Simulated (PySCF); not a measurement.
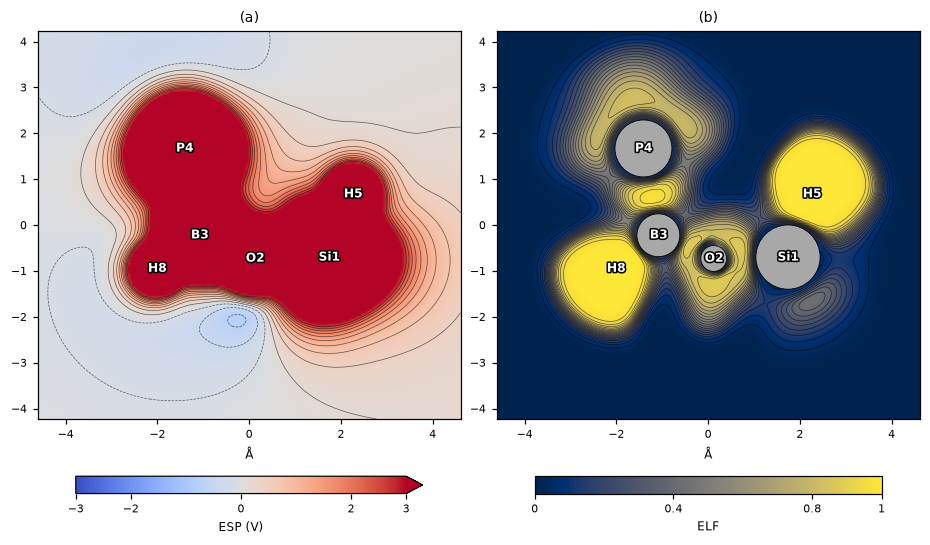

Figure 1: BH6OPSi (SMILES [SiH3]OBP). (a) electrostatic potential; (b) electron localisation function on the plane of atoms Si1, O2 and B3. Grey discs cover the atomic cores in the ELF map.

Geometry: GFN2-xTB.

Computed with PBE0/pcSseg-1, SCF density, gas phase, non-relativistic (PySCF).

```xyz
10

Si   -1.5563    0.8494   -0.4123
O    -0.5903   -0.0226    0.5520
B     0.5364   -0.5503    0.9557
P     2.1924   -0.2883    0.0200
H    -0.8250    1.4097   -1.5531
H    -2.5545   -0.1253   -0.8458
H    -2.0649    1.8956    0.4695
H     0.5550   -1.1522    1.9703
H     1.6982   -0.4110   -1.2647
H     2.6178   -1.6005    0.0858
```

Read the bonding off the picture.

Answer. Atoms in the plane: Si, O, B, P and H. B–O (1.31 Å): the ELF peaks at about 0.90 between the atoms; a polar covalent bond. Si–O (1.62 Å): the ELF peaks at about 0.85 between the atoms (a short, strongly polar bond). B–P (1.92 Å): the ELF peaks at about 1 between the atoms; localised, covalent bonding. B–H (1.18 Å): the ELF climbs to about 1 towards the hydrogen, as it does in any bond to H; an ordinary covalent bond to hydrogen. Si–H (1.47 Å): the ELF climbs to about 1 towards the hydrogen. The ELF also peaks beside O2 and P4, away from the bonds: lone-pair regions. Outside the dense part of the molecule the potential is most negative (−0.8 V) near O2.
